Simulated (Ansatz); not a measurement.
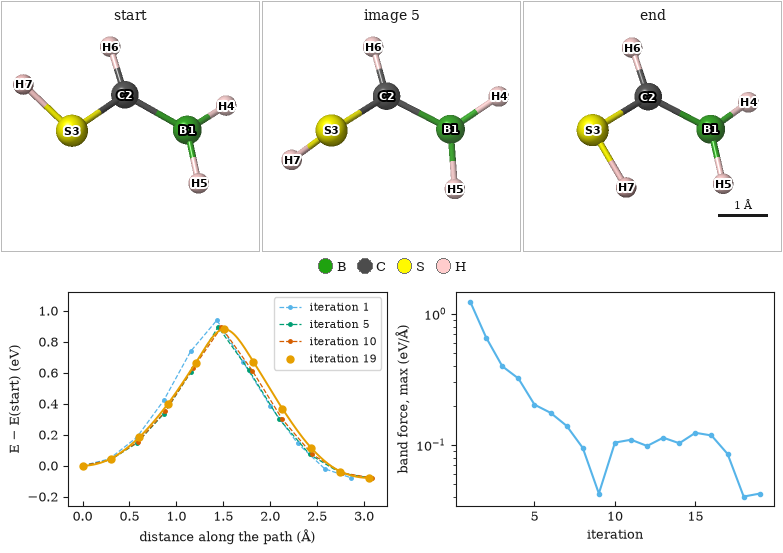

A nudged-elastic-band calculation for CH₄BS (multiplicity 2). Images are numbered from 0 (start) to 10 (end). The plot follows the band through its iterations. Style: ball-and-stick. Shown from a free direction.

The calculation used UKS LDA/def2-SVP in Ansatz.

Input
```yaml
crystal:
  periodic: [false, false, false]
  atoms:
    - { symbol: B, position_ang: [-0.983357, 0.307764, -0.649947] }
    - { symbol: C, position_ang: [0.131871, 0.132602, 0.342881] }
    - { symbol: S, position_ang: [1.342744, -1.018151, 0.00778] }
    - { symbol: H, position_ang: [-1.864742, 1.123864, -0.43759] }
    - { symbol: H, position_ang: [-0.99902, -0.371859, -1.667321] }
    - { symbol: H, position_ang: [0.234786, 0.696549, 1.288091] }
    - { symbol: H, position_ang: [2.137719, -0.870749, 1.116118] }
magnetization:
  spin_polarized: true
  initial_magnetization: 1
basis:
  gaussian: { orbitals: def2-SVP }
hamiltonian:
  xc: lda
neb:
  order_check: false
  images: 9
  f_tol: 0.05
  max_iterations: 60
  initial_path: idpp
  final_atoms:
    - { symbol: B, position_ang: [-0.79232683, 0.23711329, -0.5396948] }
    - { symbol: C, position_ang: [0.14300556, 0.32126437, 0.63318727] }
    - { symbol: S, position_ang: [1.54525392, -0.62507026, 0.81308886] }
    - { symbol: H, position_ang: [-1.78136937, 0.94690436, -0.60462003] }
    - { symbol: H, position_ang: [-0.53713005, -0.56481733, -1.43316748] }
    - { symbol: H, position_ang: [0.01198047, 1.00614689, 1.49375409] }
    - { symbol: H, position_ang: [1.4105873, -1.32152131, -0.36253592] }
```

Launched with:
```bash
ansatz run input.yaml --threads 1 --pin off --max-ram 2048MiB --backend cpu --events-out ev --progress --plain --runs-dir out
```

> Did the band converge, and can the barrier be trusted?

The result is final at these settings. The band converged in 19 iterations. The largest component of the band force went from 1.2 to 0.043 eV/Å. The climbing image converged on the top of the path. Its vibrational analysis gives one imaginary mode (1198i cm⁻¹), as a transition state must have. The first iteration put the highest image at 0.94 eV. The energy climbs by 0.88 eV to image 5 and then falls by 0.96 eV, so the end point sits at −0.08 eV.

The run took 5 min on 1 thread of Arm Neoverse N1 (shared host), peak memory 0.13 GiB.
